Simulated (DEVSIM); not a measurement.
System: Schottky contact on n-type GaAs, at 300 K.

```
layer (left to right)  material  thickness (μm)  Nd (cm⁻³)  τn (s)  τp (s)
---------------------  --------  --------------  ---------  ------  ------
1                          GaAs           0.630     9.6e16  2.1e-8  2.1e-8
```

Left contact: Schottky, work function 4.88 eV, emission velocity 4.9e6 cm/s. Right contact: ohmic. Voltage is applied to the left contact. Recombination: SRH at mid-gap, radiative, Auger. Mobility is constant in doping.

This is a model device: material constants are rounded textbook-type values typed into the input, and sizes, dopings and lifetimes were drawn at random. Values at 300 K.

| parameter | GaAs |
|---|---|
| gap (eV) | 1.424 |
| affinity (eV) | 4.07 |
| permittivity | 12.9 |
| Nc (cm⁻³) | 4.7e17 |
| Nv (cm⁻³) | 9e18 |
| μn (cm²/Vs) | 8500 |
| μp (cm²/Vs) | 400 |
| B (cm³/s) | 2e-10 |
| Cn (cm⁶/s) | 1e-30 |
| Cp (cm⁶/s) | 1e-30 |

Simulated with DEVSIM: 1D drift-diffusion, Boltzmann statistics, complete ionisation; no tunnelling, impact ionisation, image-force lowering or self-heating. Metal contacts follow the ideal Schottky-Mott rule: no Fermi-level pinning, no interface dipoles.

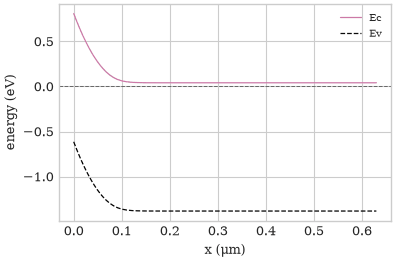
*Band edges at zero bias*

Energies count from the Fermi level of the right contact; mesh points crowd at the junctions.

```json
[
 {"x (μm)": "0.000", "Ec (eV)": "0.810", "Ev (eV)": "-0.614", "n (cm⁻³)": "12000", "p (cm⁻³)": "4.4e8", "field (V/cm)": "-140000"},
 {"x (μm)": "0.006606", "Ec (eV)": "0.719", "Ev (eV)": "-0.705", "n (cm⁻³)": "380000", "p (cm⁻³)": "1.3e7", "field (V/cm)": "-130000"},
 {"x (μm)": "0.01489", "Ec (eV)": "0.614", "Ev (eV)": "-0.810", "n (cm⁻³)": "2.2e7", "p (cm⁻³)": "230000", "field (V/cm)": "-120000"},
 {"x (μm)": "0.02526", "Ec (eV)": "0.496", "Ev (eV)": "-0.928", "n (cm⁻³)": "2.2e9", "p (cm⁻³)": "2300", "field (V/cm)": "-110000"},
 {"x (μm)": "0.04330", "Ec (eV)": "0.324", "Ev (eV)": "-1.100", "n (cm⁻³)": "1.7e12", "p (cm⁻³)": "< 1e2", "field (V/cm)": "-83000"},
 {"x (μm)": "0.06088", "Ec (eV)": "0.198", "Ev (eV)": "-1.226", "n (cm⁻³)": "2.2e14", "p (cm⁻³)": "< 1e2", "field (V/cm)": "-60000"},
 {"x (μm)": "0.08291", "Ec (eV)": "0.099", "Ev (eV)": "-1.325", "n (cm⁻³)": "1.0e16", "p (cm⁻³)": "< 1e2", "field (V/cm)": "-31000"},
 {"x (μm)": "0.1212", "Ec (eV)": "0.046", "Ev (eV)": "-1.378", "n (cm⁻³)": "7.9e16", "p (cm⁻³)": "< 1e2", "field (V/cm)": "-3700"},
 {"x (μm)": "0.1585", "Ec (eV)": "0.041", "Ev (eV)": "-1.383", "n (cm⁻³)": "9.5e16", "p (cm⁻³)": "< 1e2", "field (V/cm)": "-270"},
 {"x (μm)": "0.2053", "Ec (eV)": "0.041", "Ev (eV)": "-1.383", "n (cm⁻³)": "9.6e16", "p (cm⁻³)": "< 1e2", "field (V/cm)": "≈ 0"},
 {"x (μm)": "0.2639", "Ec (eV)": "0.041", "Ev (eV)": "-1.383", "n (cm⁻³)": "9.6e16", "p (cm⁻³)": "< 1e2", "field (V/cm)": "≈ 0"},
 {"x (μm)": "0.3514", "Ec (eV)": "0.041", "Ev (eV)": "-1.383", "n (cm⁻³)": "9.6e16", "p (cm⁻³)": "< 1e2", "field (V/cm)": "≈ 0"},
 {"x (μm)": "0.4130", "Ec (eV)": "0.041", "Ev (eV)": "-1.383", "n (cm⁻³)": "9.6e16", "p (cm⁻³)": "< 1e2", "field (V/cm)": "≈ 0"},
 {"x (μm)": "0.4622", "Ec (eV)": "0.041", "Ev (eV)": "-1.383", "n (cm⁻³)": "9.6e16", "p (cm⁻³)": "< 1e2", "field (V/cm)": "≈ 0"},
 {"x (μm)": "0.5126", "Ec (eV)": "0.041", "Ev (eV)": "-1.383", "n (cm⁻³)": "9.6e16", "p (cm⁻³)": "< 1e2", "field (V/cm)": "≈ 0"},
 {"x (μm)": "0.5416", "Ec (eV)": "0.041", "Ev (eV)": "-1.383", "n (cm⁻³)": "9.6e16", "p (cm⁻³)": "< 1e2", "field (V/cm)": "≈ 0"},
 {"x (μm)": "0.5647", "Ec (eV)": "0.041", "Ev (eV)": "-1.383", "n (cm⁻³)": "9.6e16", "p (cm⁻³)": "< 1e2", "field (V/cm)": "≈ 0"},
 {"x (μm)": "0.5832", "Ec (eV)": "0.041", "Ev (eV)": "-1.383", "n (cm⁻³)": "9.6e16", "p (cm⁻³)": "< 1e2", "field (V/cm)": "≈ 0"},
 {"x (μm)": "0.6021", "Ec (eV)": "0.041", "Ev (eV)": "-1.383", "n (cm⁻³)": "9.6e16", "p (cm⁻³)": "< 1e2", "field (V/cm)": "≈ 0"},
 {"x (μm)": "0.6130", "Ec (eV)": "0.041", "Ev (eV)": "-1.383", "n (cm⁻³)": "9.6e16", "p (cm⁻³)": "< 1e2", "field (V/cm)": "≈ 0"},
 {"x (μm)": "0.6217", "Ec (eV)": "0.041", "Ev (eV)": "-1.383", "n (cm⁻³)": "9.6e16", "p (cm⁻³)": "< 1e2", "field (V/cm)": "≈ 0"},
 {"x (μm)": "0.6300", "Ec (eV)": "0.041", "Ev (eV)": "-1.383", "n (cm⁻³)": "9.6e16", "p (cm⁻³)": "< 1e2", "field (V/cm)": "≈ 0"}
]
```
